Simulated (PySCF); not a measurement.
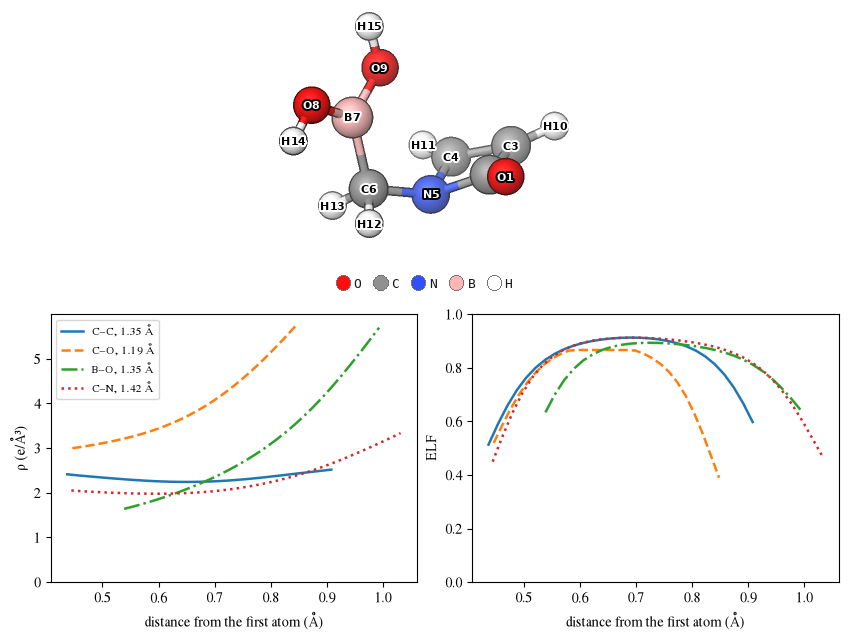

Figure. C4H6BNO3. Total electron density and electron localisation function along straight lines between neighbouring atoms. The curves leave out the atomic cores. The structure is drawn too.

Geometry: GFN2-xTB.

Theory: PBE0/pcSseg-1, SCF density, gas phase, non-relativistic in PySCF 2.14.0.

The calculation's input:

```
{"job": {"kind": "nmr", "xc": "PBE0", "basis": "pcSseg-1"}, "charge": 0, "multiplicity": 1}
O      1.548459    -1.885367     0.418959
C      1.614375    -0.743759     0.088383
C      2.308613     0.512768     0.489567
C      1.372662     1.168424    -0.219923
N      0.798978     0.016316    -0.826079
C     -0.628313    -0.223910    -0.984563
B     -1.463570    -0.149364     0.394288
O     -2.638769    -0.796607     0.594840
O     -0.969307     0.609293     1.390931
H      3.167387     0.759721     1.072839
H      1.063534     2.183307    -0.379079
H     -0.720666    -1.206289    -1.457429
H     -0.998038     0.511198    -1.707337
H     -2.964050    -1.350771    -0.111802
H     -1.495709     0.603028     2.191871
```

Launched as:

```sh
OMP_NUM_THREADS=1 python probes_run.py task.json out
```

**What can be read from the curves?**

C–C (1.35 Å): the density is about 2.2 e/Å³ at the midpoint; the ELF peaks at about 0.90 between the atoms: a multiple bond.
C–O (1.19 Å): the density is about 3.4 e/Å³ at the midpoint; the ELF peaks at about 0.85 between the atoms; a short, multiple covalent bond.
B–O (1.35 Å): ρ is about 2.2 e/Å³ halfway; the ELF peaks at about 0.90 between the atoms: a polar covalent bond.
C–N (1.42 Å): ρ is about 2.1 e/Å³ halfway; the ELF peaks at about 0.90 between the atoms, as expected for localised, covalent bonding.
